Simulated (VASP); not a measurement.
# How thick must a slab of Cu(100) be?, part 4 of 7

How many layers does a slab of Cu(100) need before surface energy, work function and relaxation settle?

VASP 6.6.1; PBE; plane waves and PAW (Cu).

So far. Step 8 (Surface relaxation, layers 6): The run ended after 16 ionic steps, 0.009 eV below its first step, once the forces on the free atoms met EDIFFG = -0.01.

## (10) Surface relaxation, layers 7

System of this step: Cu(100). The cell holds 7 atoms: 7 Cu. Its edges and angles: a = 2.566 Å, b = 2.566 Å, c = 25.885 Å, α = 90.0°, β = 90.0°, γ = 90.0°. It derives from Cu. 7 layers of fcc Cu, cut at this functional's lattice. Vacuum lies along c.

INCAR

```
SYSTEM = Cu
PREC = Normal
ENCUT = 330
EDIFF = 1E-06
NELM = 120
ISMEAR = 1
SIGMA = 0.15
LREAL = .FALSE.
ALGO = Fast
GGA = PE
NBANDS = 47
LASPH = .TRUE.
LORBIT = 11
LWAVE = .FALSE.
LCHARG = .FALSE.
KPAR = 4
IBRION = 2
NSW = 50
ISIF = 2
EDIFFG = -0.01
POTIM = 0.4
MAXMIX = 40
```

POSCAR

```
Cu
1.0
    2.5656253229      0.0000000000      0.0000000000
    0.0000000000      2.5656253229      0.0000000000
    0.0000000000      0.0000000000     25.8850263828
Cu
7
Direct
    0.0000000000      0.0000000000      0.2897428000
    0.5000000000      0.5000000000      0.3598285300
    0.0000000000      0.0000000000      0.4299142700
    0.5000000000      0.5000000000      0.5000000000
    0.0000000000      0.0000000000      0.5700857300
    0.5000000000      0.5000000000      0.6401714700
    0.0000000000      0.0000000000      0.7102572000
```

KPOINTS

```
Automatic mesh
0
Gamma
13 13 1
0 0 0
```

The projector-augmented-wave data sets are Cu (PBE family, release 64).

Run with:

```
> mpirun -np 4 vasp_std
```

The program printed:

```text
[banner, memory and clock lines left out]
running    4 mpi-ranks, on    1 nodes
[...]
LDA part: xc-table for (Slater+PW92), standard interpolation
 POSCAR, INCAR and KPOINTS ok, starting setup
[...]
entering main loop
       N       E                     dE             d eps       ncg     rms          rms(c)
DAV:   1     0.612344918259E+03    0.61234E+03   -0.26108E+04  2632   0.169E+03
DAV:   2     0.348022943110E+02   -0.57754E+03   -0.56038E+03  2632   0.386E+02
DAV:   3    -0.286442373563E+02   -0.63447E+02   -0.59169E+02  2758   0.180E+02
DAV:   4    -0.306121320218E+02   -0.19679E+01   -0.19569E+01  2970   0.416E+01
[...]
RMM:  22    -0.249612648330E+02   -0.75754E-05   -0.10990E-06  1536   0.111E-02    0.889E-04
RMM:  23    -0.249612674155E+02   -0.25825E-05   -0.29835E-07  1509   0.450E-03    0.396E-04
RMM:  24    -0.249612677024E+02   -0.28690E-06   -0.10146E-07  1473   0.308E-03
   1 F= -.24961268E+02 E0= -.24960882E+02  d E =-.249613E+02
[... from here on, the cycles between the ionic steps are left out ...]
   2 F= -.24965932E+02 E0= -.24965457E+02  d E =-.466409E-02
   4 F= -.24969262E+02 E0= -.24968638E+02  d E =-.799472E-02
   7 F= -.24970134E+02 E0= -.24969491E+02  d E =-.873117E-03
  10 F= -.24970253E+02 E0= -.24969634E+02  d E =-.103836E-03
  13 F= -.24970442E+02 E0= -.24969876E+02  d E =-.743020E-04
  16 F= -.24970654E+02 E0= -.24970147E+02  d E =-.286300E-03
  19 F= -.24970646E+02 E0= -.24970188E+02  d E =-.187585E-04
  22 F= -.24968596E+02 E0= -.24968578E+02  d E =0.203131E-02
  25 F= -.24966937E+02 E0= -.24967010E+02  d E =0.368943E-02
  28 F= -.24968179E+02 E0= -.24968213E+02  d E =-.702733E-03
  31 F= -.24969692E+02 E0= -.24969521E+02  d E =-.129290E-02
  34 F= -.24970559E+02 E0= -.24970207E+02  d E =-.866042E-03
  37 F= -.24970681E+02 E0= -.24970202E+02  d E =-.121128E-03
  40 F= -.24970690E+02 E0= -.24970234E+02  d E =-.130103E-03
  41 F= -.24970689E+02 E0= -.24970230E+02  d E =-.129829E-03
  42 F= -.24970743E+02 E0= -.24970285E+02  d E =-.540786E-04
 trial-energy change:   -0.000054  1 .order   -0.000049   -0.000116    0.000018
 step:   3.8524(harm=  3.7509)  dis= 0.00292  next Energy=   -24.970745 (dE=-0.551E-04)
 reached required accuracy - stopping structural energy minimisation
```

It took 3.7 min on 4 MPI ranks of Intel Xeon 6975P-C (Granite Rapids), shared host; peak memory 0.8 GiB; 14 min of CPU time.

OUTCAR, selected parts (step 10):

```text
  Total       -1.5192395     -1.5192395     -0.0175133      0.0000000      0.0000000      0.0000000
  in kB      -14.2857075    -14.2857075     -0.1646805      0.0000000      0.0000000      0.0000000
  external PRESSURE =      -9.5786985 kB  Pullay stress =       0.0000000 kB

 POSITION                                       TOTAL-FORCE (eV/Angst)
 -----------------------------------------------------------------------------------
      0.00000      0.00000      7.49988         0.000000     -0.000000     -0.003518
      1.28281      1.28281      9.27131        -0.000000      0.000000      0.004887
      0.00000      0.00000     11.10948        -0.000000      0.000000     -0.004113
      1.28281      1.28281     12.94251        -0.000000      0.000000      0.000000
      0.00000      0.00000     14.77554         0.000000     -0.000000      0.004113
      1.28281      1.28281     16.61372        -0.000000      0.000000     -0.004887
      0.00000      0.00000     18.38515        -0.000000     -0.000000      0.003518
 -----------------------------------------------------------------------------------
    total drift:                                0.000000      0.000000      0.000000

  FREE ENERGIE OF THE ION-ELECTRON SYSTEM (eV)
  ---------------------------------------------------
  free  energy   TOTEN  =       -24.9707434945 eV

  energy  without entropy=      -24.9693682877  energy(sigma->0) =      -24.97028509

[... 1 part as in an earlier step ...]

[... 3 further parts left out ...]
[key lines of the parts left out:]
E-fermi :   1.3668
```

Step by step (22 of 42):

```tsv
step	energy less that of the first step (eV)	largest force (eV/Å)
1	0.0000	0.2258
3	-0.0079	0.0847
5	-0.0080	0.0769
7	-0.0089	0.0218
9	-0.0090	0.0113
11	-0.0090	0.0168
13	-0.0092	0.0174
15	-0.0094	0.0289
17	-0.0094	0.0278
19	-0.0094	0.0225
21	-0.0089	0.0215
22	-0.0073	0.0493
24	-0.0044	0.0693
26	-0.0061	0.0583
28	-0.0069	0.0261
30	-0.0078	0.0376
32	-0.0090	0.0184
34	-0.0093	0.0235
36	-0.0093	0.0255
38	-0.0094	0.0202
40	-0.0094	0.0196
42	-0.0095	0.0049
```

The atoms that moved most (Å):

```tsv
atom	dx	dy	dz	length
Cu6	0.000	0.000	0.043	0.043
Cu2	0.000	0.000	-0.043	0.043
Cu5	0.000	0.000	0.019	0.019
Cu3	0.000	0.000	-0.019	0.019
```

Final coordinates:

```
Cu
1.0
     2.56563    0.00000    0.00000
     0.00000    2.56563    0.00000
     0.00000    0.00000   25.88503
Cu
7
Direct
  0.00000 0.00000 0.28974
  0.50000 0.50000 0.35817
  0.00000 0.00000 0.42919
  0.50000 0.50000 0.50000
  0.00000 0.00000 0.57081
  0.50000 0.50000 0.64183
  0.00000 0.00000 0.71026
```

The run ended after 42 ionic steps, 0.009 eV below its first step, once the forces on the free atoms met EDIFFG = -0.01.

## (11) The vacuum level, layers 7

INCAR: that of step 10 with these lines changed.

```diff
@@ -16,7 +16,6 @@
 KPAR = 4
-IBRION = 2
-NSW = 50
-ISIF = 2
-EDIFFG = -0.01
-POTIM = 0.4
-MAXMIX = 40
+IDIPOL = 3
+LDIPOL = .TRUE.
+DIPOL = 0.5 0.5 0.5
+LVHAR = .TRUE.
+LVACPOTAV = .TRUE.
```

POSCAR

```
Cu
1.0
    2.5656253229      0.0000000000      0.0000000000
    0.0000000000      2.5656253229      0.0000000000
    0.0000000000      0.0000000000     25.8850263828
Cu
7
Direct
    0.0000000000      0.0000000000      0.2897381190
    0.5000000000      0.5000000000      0.3581725564
    0.0000000000      0.0000000000      0.4291856404
    0.5000000000      0.5000000000      0.5000000000
    0.0000000000      0.0000000000      0.5708143596
    0.5000000000      0.5000000000      0.6418274436
    0.0000000000      0.0000000000      0.7102618810
```

KPOINTS is that of step 10.

Run with:

```
> mpirun -np 4 vasp_std
```

The program printed:

```text
[... set-up lines as in an earlier step ...]
 entering main loop
       N       E                     dE             d eps       ncg     rms          rms(c)
DAV:   1     0.612303030651E+03    0.61230E+03   -0.26100E+04  2632   0.168E+03
DAV:   2     0.347210051787E+02   -0.57758E+03   -0.56050E+03  2632   0.386E+02
DAV:   3    -0.286686430129E+02   -0.63390E+02   -0.58968E+02  2772   0.180E+02
DAV:   4    -0.306253796213E+02   -0.19567E+01   -0.19470E+01  2947   0.416E+01
[...]
RMM:  22    -0.249707404214E+02   -0.67813E-05   -0.72537E-07  1762   0.858E-03    0.676E-04
RMM:  23    -0.249707423764E+02   -0.19549E-05   -0.22816E-07  1677   0.381E-03    0.549E-04
RMM:  24    -0.249707426691E+02   -0.29277E-06   -0.95545E-08  1597   0.325E-03
 [... a notice as in an earlier step ...]

   1 F= -.24970743E+02 E0= -.24970286E+02  d E =-.137124E-02
```

Run time: 17 s. Hardware: 4 MPI ranks; peak memory 0.74 GiB.

OUTCAR, selected parts (step 11):

```text
  Total       -1.4682388     -1.4682388      0.0277778      0.0000000     -0.0000000     -0.0000000
  in kB      -13.8061380    -13.8061380      0.2611999      0.0000000     -0.0000000     -0.0000000
  external PRESSURE =      -9.1170253 kB  Pullay stress =       0.0000000 kB

 POSITION                                       TOTAL-FORCE (eV/Angst)
 -----------------------------------------------------------------------------------
      0.00000      0.00000      7.49988        -0.000000     -0.000000     -0.003606
      1.28281      1.28281      9.27131         0.000000      0.000000      0.005470
      0.00000      0.00000     11.10948        -0.000000     -0.000000     -0.003905
      1.28281      1.28281     12.94251        -0.000000     -0.000000      0.000000
      0.00000      0.00000     14.77554        -0.000000     -0.000000      0.003905
      1.28281      1.28281     16.61372        -0.000000     -0.000000     -0.005470
      0.00000      0.00000     18.38515         0.000000      0.000000      0.003606
 -----------------------------------------------------------------------------------
    total drift:                                0.000000      0.000000      0.000000

  FREE ENERGIE OF THE ION-ELECTRON SYSTEM (eV)
  ---------------------------------------------------
  free  energy   TOTEN  =       -24.9707426691 eV

  energy  without entropy=      -24.9693714339  energy(sigma->0) =      -24.97028559

[... 2 parts as in an earlier step ...]

[... 1 further part left out ...]
[key lines of the parts left out:]
E-fermi :   1.3669
```

The vacuum level lies 4.56 eV above the Fermi level at the upper face; both faces agree, as the slab has next to no dipole.

The program found no field-free point at its default tolerance, and its printed vacuum level lies off the flat part of the planar average, by -0.02 eV at the upper face; the levels here are read from the flat part.

## (12) Relaxing the slab, layers 8

System of this step: Cu(100). The cell holds 8 atoms: 8 Cu. Cell: a = 2.566 Å, b = 2.566 Å, c = 27.699 Å, α = 90.0°, β = 90.0°, γ = 90.0°. It derives from Cu. 8 layers of fcc Cu, cut at this functional's lattice. Vacuum lies along c.

INCAR

```
SYSTEM = Cu
PREC = Normal
ENCUT = 330
EDIFF = 1E-06
NELM = 120
ISMEAR = 1
SIGMA = 0.15
LREAL = .FALSE.
ALGO = Fast
GGA = PE
NBANDS = 54
LASPH = .TRUE.
LORBIT = 11
LWAVE = .FALSE.
LCHARG = .FALSE.
KPAR = 4
IBRION = 2
NSW = 50
ISIF = 2
EDIFFG = -0.01
POTIM = 0.4
MAXMIX = 40
```

POSCAR

```
Cu
1.0
    2.5656253229      0.0000000000      0.0000000000
    0.0000000000      2.5656253229      0.0000000000
    0.0000000000      0.0000000000     27.6991974466
Cu
8
Direct
    0.5000000000      0.5000000000      0.2707659700
    0.0000000000      0.0000000000      0.3362614100
    0.5000000000      0.5000000000      0.4017568400
    0.0000000000      0.0000000000      0.4672522800
    0.5000000000      0.5000000000      0.5327477200
    0.0000000000      0.0000000000      0.5982431600
    0.5000000000      0.5000000000      0.6637385900
    0.0000000000      0.0000000000      0.7292340300
```

KPOINTS is that of step 11.

Run with:

```
> mpirun -np 4 vasp_std
```

The program printed:

```text
[banner, memory and clock lines left out]
running    4 mpi-ranks, on    1 nodes
[...]
LDA part: xc-table for (Slater+PW92), standard interpolation
 POSCAR, INCAR and KPOINTS ok, starting setup
[...]
entering main loop
       N       E                     dE             d eps       ncg     rms          rms(c)
DAV:   1     0.715957818120E+03    0.71596E+03   -0.29880E+04  3056   0.173E+03
DAV:   2     0.478084431844E+02   -0.66815E+03   -0.64975E+03  3024   0.394E+02
DAV:   3    -0.324813022506E+02   -0.80290E+02   -0.75491E+02  3180   0.187E+02
DAV:   4    -0.352469242960E+02   -0.27656E+01   -0.27496E+01  3350   0.473E+01
[...]
RMM:  22    -0.287010406584E+02   -0.10200E-04   -0.20894E-06  1797   0.146E-02    0.246E-03
RMM:  23    -0.287010441121E+02   -0.34537E-05   -0.87124E-07  1753   0.976E-03    0.357E-04
RMM:  24    -0.287010447949E+02   -0.68280E-06   -0.30776E-07  1717   0.523E-03
   1 F= -.28701045E+02 E0= -.28700881E+02  d E =-.287010E+02
[... from here on, the cycles between the ionic steps are left out ...]
   2 F= -.28705839E+02 E0= -.28705666E+02  d E =-.479456E-02
   3 F= -.28709543E+02 E0= -.28709361E+02  d E =-.849850E-02
   4 F= -.28710104E+02 E0= -.28709922E+02  d E =-.905959E-02
   5 F= -.28710101E+02 E0= -.28709918E+02  d E =-.905633E-02
   6 F= -.28710664E+02 E0= -.28710503E+02  d E =-.562585E-03
   7 F= -.28711035E+02 E0= -.28710900E+02  d E =-.934109E-03
   8 F= -.28711080E+02 E0= -.28710955E+02  d E =-.979304E-03
   9 F= -.28711084E+02 E0= -.28710962E+02  d E =-.983139E-03
  10 F= -.28711082E+02 E0= -.28710958E+02  d E =-.980974E-03
  11 F= -.28711159E+02 E0= -.28711029E+02  d E =-.766461E-04
 trial-energy change:   -0.000077  1 .order   -0.000079   -0.000126   -0.000033
 step:   2.6105(harm=  2.6105)  dis= 0.00286  next Energy=   -28.711167 (dE=-0.853E-04)
 reached required accuracy - stopping structural energy minimisation
```

Wall time 2.2 min (4 MPI ranks); peak memory 0.84 GiB.

Parts of OUTCAR (step 12):

```text
  Total       -0.8791606     -0.8791606     -0.0143259      0.0000000     -0.0000000      0.0000000
  in kB       -7.7254745     -7.7254745     -0.1258868      0.0000000     -0.0000000      0.0000000
  external PRESSURE =      -5.1922786 kB  Pullay stress =       0.0000000 kB

 POSITION                                       TOTAL-FORCE (eV/Angst)
 -----------------------------------------------------------------------------------
      1.28281      1.28281      7.52661        -0.000000      0.000000     -0.001857
      0.00000      0.00000      9.29097        -0.000000      0.000000      0.000165
      1.28281      1.28281     11.11409         0.000000      0.000000     -0.004070
      0.00000      0.00000     12.94118        -0.000000     -0.000000     -0.007296
      1.28281      1.28281     14.75802         0.000000      0.000000      0.007296
      2.56563      0.00000     16.58511        -0.000000     -0.000000      0.004070
      1.28281      1.28281     18.40823        -0.000000     -0.000000     -0.000165
      0.00000      0.00000     20.17258         0.000000      0.000000      0.001857
 -----------------------------------------------------------------------------------
    total drift:                                0.000000      0.000000     -0.000000

  FREE ENERGIE OF THE ION-ELECTRON SYSTEM (eV)
  ---------------------------------------------------
  free  energy   TOTEN  =       -28.7111587415 eV

  energy  without entropy=      -28.7107680433  energy(sigma->0) =      -28.71102851

[... 1 part as in an earlier step ...]

[... 3 further parts left out ...]
[key lines of the parts left out:]
E-fermi :   1.8525
```

The run ended after 11 ionic steps, 0.010 eV below its first step, once the forces on the free atoms met EDIFFG = -0.01.

## (13) The vacuum level, layers 8

INCAR: that of step 12 with these lines changed.

```diff
@@ -16,7 +16,6 @@
 KPAR = 4
-IBRION = 2
-NSW = 50
-ISIF = 2
-EDIFFG = -0.01
-POTIM = 0.4
-MAXMIX = 40
+IDIPOL = 3
+LDIPOL = .TRUE.
+DIPOL = 0.5 0.5 0.5
+LVHAR = .TRUE.
+LVACPOTAV = .TRUE.
```

POSCAR

```
Cu
1.0
    2.5656253229      0.0000000000      0.0000000000
    0.0000000000      2.5656253229      0.0000000000
    0.0000000000      0.0000000000     27.6991974466
Cu
8
Direct
    0.5000000000      0.5000000000      0.2717268182
    0.0000000000      0.0000000000      0.3354237509
    0.5000000000      0.5000000000      0.4012422445
    0.0000000000      0.0000000000      0.4672041219
    0.5000000000      0.5000000000      0.5327958781
    0.0000000000      0.0000000000      0.5987577555
    0.5000000000      0.5000000000      0.6645762491
    0.0000000000      0.0000000000      0.7282731818
```

KPOINTS is that of step 12.

Run with:

```
> mpirun -np 4 vasp_std
```

The program printed:

```text
[... set-up lines as in an earlier step ...]
 entering main loop
       N       E                     dE             d eps       ncg     rms          rms(c)
DAV:   1     0.716977816843E+03    0.71698E+03   -0.29882E+04  3048   0.174E+03
DAV:   2     0.478863000902E+02   -0.66909E+03   -0.65078E+03  3024   0.394E+02
DAV:   3    -0.324966242854E+02   -0.80383E+02   -0.75582E+02  3162   0.187E+02
DAV:   4    -0.352748586529E+02   -0.27782E+01   -0.27604E+01  3344   0.473E+01
[...]
RMM:  22    -0.287111509829E+02   -0.10780E-04   -0.16604E-06  2061   0.122E-02    0.215E-03
RMM:  23    -0.287111553591E+02   -0.43761E-05   -0.11591E-06  2016   0.115E-02    0.109E-03
RMM:  24    -0.287111559030E+02   -0.54389E-06   -0.40971E-07  1901   0.671E-03
 [... a notice as in an earlier step ...]

   1 F= -.28711156E+02 E0= -.28711030E+02  d E =-.376237E-03
```

Run time: 33 s. Hardware: 4 MPI ranks; peak memory 0.83 GiB; 2.2 min of CPU time.

From OUTCAR (step 13):

```text
  Total       -0.9527277     -0.9527277     -0.0813928      0.0000000      0.0000000     -0.0000000
  in kB       -8.3719330     -8.3719330     -0.7152258      0.0000000      0.0000000     -0.0000000
  external PRESSURE =      -5.8196973 kB  Pullay stress =       0.0000000 kB

 POSITION                                       TOTAL-FORCE (eV/Angst)
 -----------------------------------------------------------------------------------
      1.28281      1.28281      7.52661         0.000000     -0.000000     -0.002878
      0.00000      0.00000      9.29097        -0.000000     -0.000000      0.000231
      1.28281      1.28281     11.11409        -0.000000      0.000000     -0.003213
      0.00000      0.00000     12.94118        -0.000000     -0.000000     -0.006496
      1.28281      1.28281     14.75802         0.000000     -0.000000      0.006496
      0.00000      0.00000     16.58511        -0.000000     -0.000000      0.003213
      1.28281      1.28281     18.40823        -0.000000     -0.000000     -0.000231
      0.00000      0.00000     20.17258        -0.000000     -0.000000      0.002878
 -----------------------------------------------------------------------------------
    total drift:                                0.000000      0.000000      0.000000

  FREE ENERGIE OF THE ION-ELECTRON SYSTEM (eV)
  ---------------------------------------------------
  free  energy   TOTEN  =       -28.7111559030 eV

  energy  without entropy=      -28.7107796655  energy(sigma->0) =      -28.71103049

[... 2 parts as in an earlier step ...]

[... 1 further part left out ...]
[key lines of the parts left out:]
E-fermi :   1.8519
```

The planar average of the electrostatic potential oscillates, so the rows of the table below give means over windows of 1.87 Å about each position, cut where the curve ends. Its maxima inside the range that stand out by 2 % of the span (Å: eV): 8.4: -2.09, 10.2: -1.33, 12.0: -1.41, 13.8: -1.39, 15.7: -1.41, 17.5: -1.33, 19.3: -2.09. Its minima: 7.5: -12.3, 9.3: -12.5, 11.1: -12.5, 13.0: -12.6, 14.7: -12.6, 16.6: -12.5, 18.4: -12.5, 20.2: -12.3.

Zero at the Fermi level. Table of planar average of the electrostatic potential by height; means over each step:

```tsv
height (Å)	planar average of the electrostatic potential (eV)
0.94	4.46
2.81	4.46
4.68	4.40
6.54	-1.25
8.42	-7.98
10.29	-7.58
12.16	-7.55
14.03	-7.63
15.90	-7.52
17.77	-7.56
19.64	-7.76
21.50	1.57
23.38	4.43
25.25	4.46
27.11	4.46
```

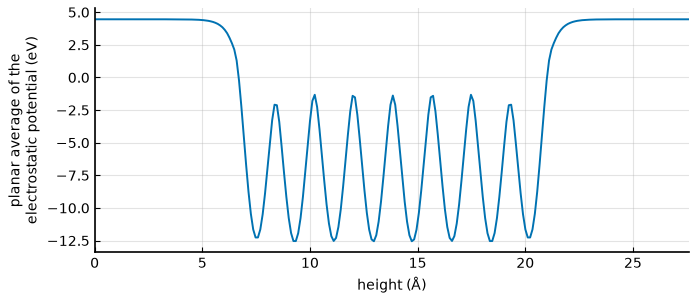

Planar average of the electrostatic potential against height.

The vacuum level lies 4.45 eV above the Fermi level at the upper face; both faces agree, as the slab has next to no dipole.

The program found no field-free point at its default tolerance, but its printed level agrees with the flat part of the planar average.

(Part 4 of 7 ends here.)

[Lines on the potential files, build, host, timing and source positions are cut from VASP's logs without a mark.]

[Logs are printed without paths, hosts, clocks, repeated set-up lines and the standing remarks that a program may print on its own settings, such as how far it seeks lower states.]

[Hosts, paths, dates, database ids (printed as entryN), source tags and the programs' standing remarks are cut or masked in the printed files.]

[Runs that stopped without an error message from VASP are left out.]
